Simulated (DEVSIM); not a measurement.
System: GaP/Si p-n heterojunction, at 350 K.

| layer (left to right) | material | thickness (μm) | Nd (cm⁻³) | Na (cm⁻³) | τn (s) | τp (s) |
|---|---|---|---|---|---|---|
| 1 | GaP | 0.290 | - | 8.4e16 | 8.9e-7 | 8.9e-7 |
| 2 | Si | 0.220 | 3.6e16 | - | 8.9e-7 | 8.9e-7 |

Left contact: ohmic. Right contact: ohmic. Voltage is applied to the left contact. Recombination: SRH at mid-gap, Auger. Mobility is μmin + (μ − μmin)/(1 + (N/Nref)^α).

Constants are typed, rounded textbook-type inputs, not results; the design itself was drawn at random and stands for no fabricated device. Values at 300 K; Nc and Nv go as T^1.5, mobilities as T to minus their exponent, the gap by Varshni's rule with the affinity fixed.

```tsv
parameter	GaP	Si
gap (eV)	2.26	1.124
affinity (eV)	3.8	4.05
permittivity	11.1	11.7
Nc (cm⁻³)	1.8e19	2.86e19
Nv (cm⁻³)	1.9e19	3.1e19
μn (cm²/Vs)	250	1417
μp (cm²/Vs)	150	470
μn,min	10	52
μp,min	10	45
Nref,n	4.4e18	9.7e16
Nref,p	1e18	2.2e17
αn	0.8	0.68
αp	0.85	0.72
T exponent of μn	1.6	2.3
T exponent of μp	1.98	2.2
Cn (cm⁶/s)	1e-30	2.8e-31
Cp (cm⁶/s)	1e-30	9.9e-32
Varshni α (eV/K)	0.00058	0.000473
Varshni β (K)	372	636
```

Model (solved in DEVSIM): 1D drift-diffusion, Boltzmann statistics, complete ionisation; no tunnelling, impact ionisation, image-force lowering or self-heating. Band offsets follow the typed affinities; no thermionic-emission limit at abrupt steps, no polarisation charge.

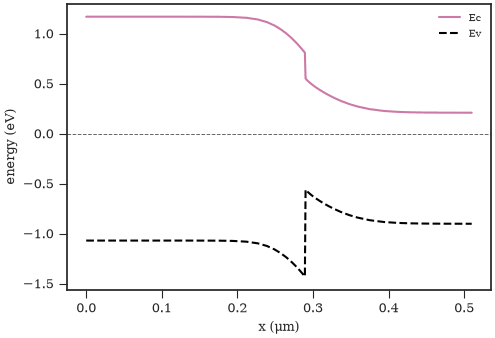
Figure: Band edges at 0.9 V on the left contact

Energies count from the Fermi level of the right contact; mesh points crowd at the junctions.

```
x (μm)    Ec (eV)  Ev (eV)  n (cm⁻³)  p (cm⁻³)  field (V/cm)
--------  -------  -------  --------  --------  ------------
0.000       1.169   -1.071     < 1e2    8.4e16           ≈ 0
0.004012    1.169   -1.071     < 1e2    8.4e16           ≈ 0
0.01063     1.169   -1.071     < 1e2    8.4e16           ≈ 0
0.02322     1.169   -1.071     < 1e2    8.4e16           ≈ 0
0.05468     1.169   -1.071     < 1e2    8.4e16           ≈ 0
0.1028      1.169   -1.071       160    8.4e16           ≈ 0
0.1766      1.168   -1.072       280    8.1e16          -730
0.2390      1.115   -1.124      2000    1.4e16        -28000
0.2640      1.005   -1.234     76000    3.7e14        -60000
0.2772      0.914   -1.325   1600000    1.7e13        -78000
0.2851      0.847   -1.392     1.4e7    1.5e12        -89000
0.2902      0.550   -0.561    4.3e11    4.8e17        -89000
0.2944      0.518   -0.593    1.3e12    1.7e17        -68000
0.3018      0.473   -0.638    5.6e12    3.7e16        -54000
0.3203      0.386   -0.724    9.9e13    2.1e15        -41000
0.3484      0.294   -0.817    2.1e15    9.8e13        -25000
0.3945      0.225   -0.885    2.0e16    9.0e12         -6700
0.4457      0.210   -0.900    3.4e16    3.3e12          -880
0.4820      0.209   -0.902    3.6e16    1.4e12          -200
0.4966      0.209   -0.902    3.6e16    6.6e11          -130
0.5048      0.208   -0.902    3.6e16    2.6e11          -120
0.5100      0.208   -0.902    3.6e16   4000000          -110
```
